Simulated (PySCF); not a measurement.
**C₆H₁₆Si (SMILES CC[Si](C)(C)CC): density, localisation and related maps**

```xyz
23

Si   -0.3976   -0.1815   -0.0077
C    -0.3564   -0.1183    1.8830
C     0.3916    1.0689    2.4828
H     0.0861   -1.0670    2.2371
H    -1.4012   -0.1314    2.2426
H     0.3841    1.0497    3.5845
H     1.4473    1.0865    2.1678
H    -0.0529    2.0281    2.1723
C     1.3757   -0.2730   -0.6637
C     1.5022   -0.3743   -2.1814
H     1.8662   -1.1381   -0.1816
H     1.9200    0.6155   -0.2970
H     2.5537   -0.4158   -2.5079
H     1.0056   -1.2774   -2.5711
H     1.0407    0.4899   -2.6861
C    -1.2351    1.3658   -0.6864
H    -2.2554    1.4766   -0.2859
H    -1.3097    1.3284   -1.7848
H    -0.6679    2.2722   -0.4208
C    -1.3581   -1.7112   -0.5453
H    -0.8709   -2.6302   -0.1819
H    -1.4258   -1.7788   -1.6426
H    -2.3851   -1.6949   -0.1478
```

Geometry: PBE0-D3(BJ)/def2-SVP.

All numbers below come from PySCF, PBE0/pcSseg-1, SCF density, gas phase, non-relativistic.

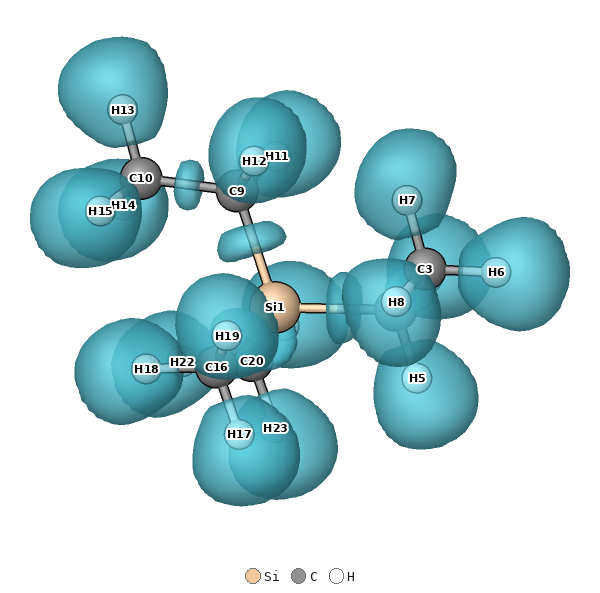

Figure 1. Isosurface of the ELF at 0.85 (cyan), seen at a tilt. Core shells and regions of very low density are left out.

> What do the ELF domains correspond to?

The surface consists of two regions between bonded C–C atoms (shared pairs), four regions between bonded C–Si atoms (shared pairs) and 16 regions around hydrogen nuclei. Profiles from the grid: C–C (1.53 Å): the ELF peaks at about 0.95 between the atoms (a shared electron pair). C–Si (1.88 Å): the ELF peaks at about 0.95 between the atoms, as expected for localised, covalent bonding.

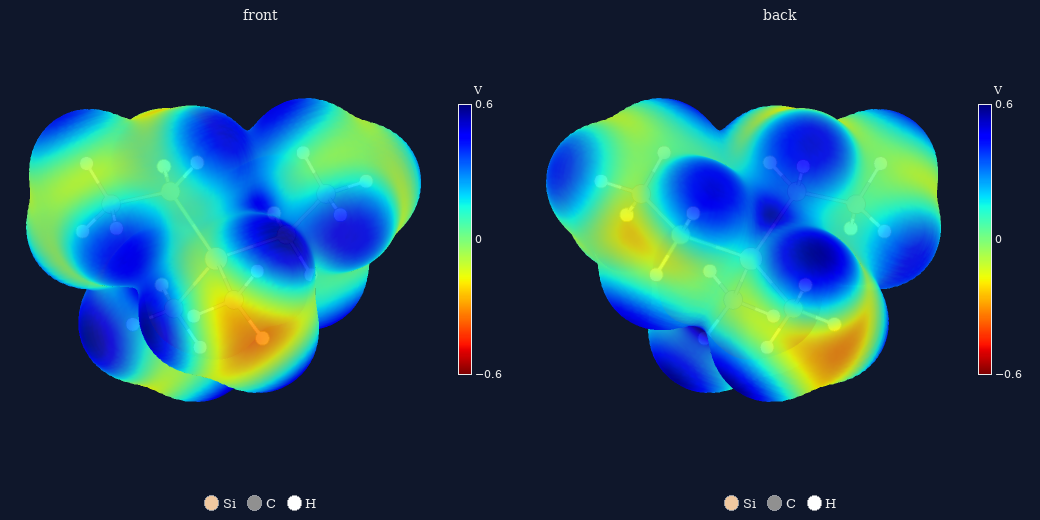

Figure 2. The electrostatic potential painted on the density surface at 0.002 e/bohr³, seen from the front and from behind; the colour scale runs from red (negative) to blue (positive).

> Which sites attract a positive test charge, and which a negative one?

A positive charge is drawn to the negative regions and a negative charge to the positive ones. The most negative region (about −0.3 V) lies over C16 and C20, the most positive (about +0.6 V) over the H and Si atoms.

> How polar is the molecule by this calculation?

Its dipole moment is 0.07 D.

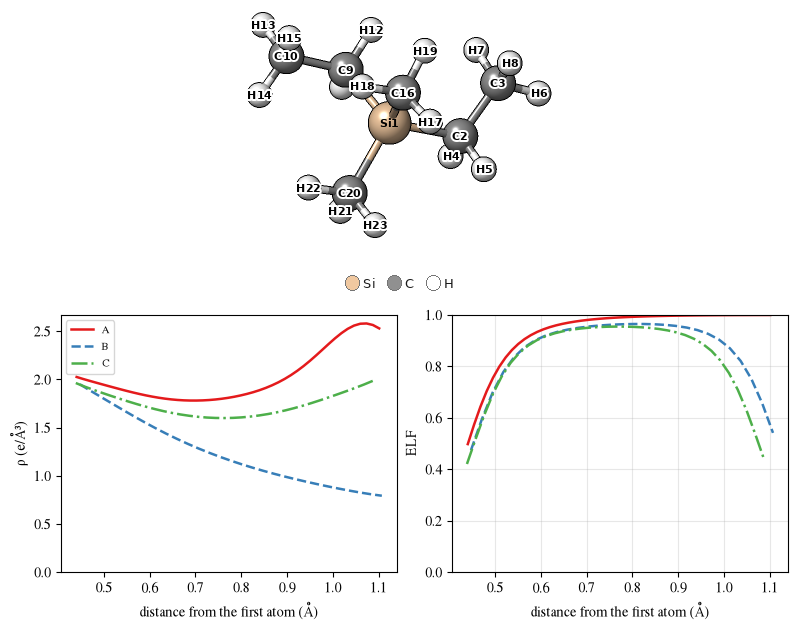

Figure 3. Electron density and electron localisation function along straight lines between neighbouring atoms. The curves leave out the atomic cores. The structure is drawn too.

> Which curve belongs to which contact (C–C, C–H and C–Si)? The first atom named is at distance zero.

Curve A: C–H (1.10 Å): ρ at the midpoint is about 1.9 e/Å³; the ELF climbs to about 1 towards the hydrogen, as it does in any bond to H; an ordinary covalent bond to hydrogen. Curve B: C–Si (1.88 Å): ρ is about 0.94 e/Å³ halfway; the ELF peaks at about 0.95 between the atoms: a covalent bond. Curve C: C–C (1.53 Å): ρ is about 1.6 e/Å³ halfway; the ELF peaks at about 0.95 between the atoms: localised, covalent bonding.
